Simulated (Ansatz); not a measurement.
Consider SnO₂ in the rutile structure (space group P4_2/mnm, No. 136; a = 4.7224 Å, c = 3.1903 Å). Axes: x, y, z lie along a, b, c of the conventional cell.

One thing is altered: a pure shear with ε_xz = ε_zx = 0.0100, atoms relaxed at fixed cell.

The values are results of LDA (Ansatz, a quantum-chemistry and plane-wave program; PAW; 420 eV plane waves; spin-orbit coupling left out), not measurements.

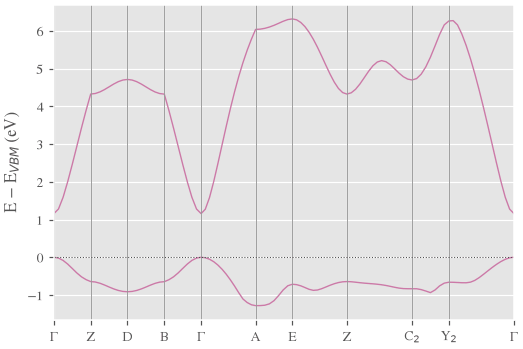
Fig. 1. Highest valence and lowest conduction band along the path of the changed cell's own zone

From the figure, how large is the changed gap, and is it direct?

About 1.2 eV, direct at Γ.

The cells carry an imposed strain or load. Stability against distortions was not tested. k-point labels follow each cell's own Brillouin zone.
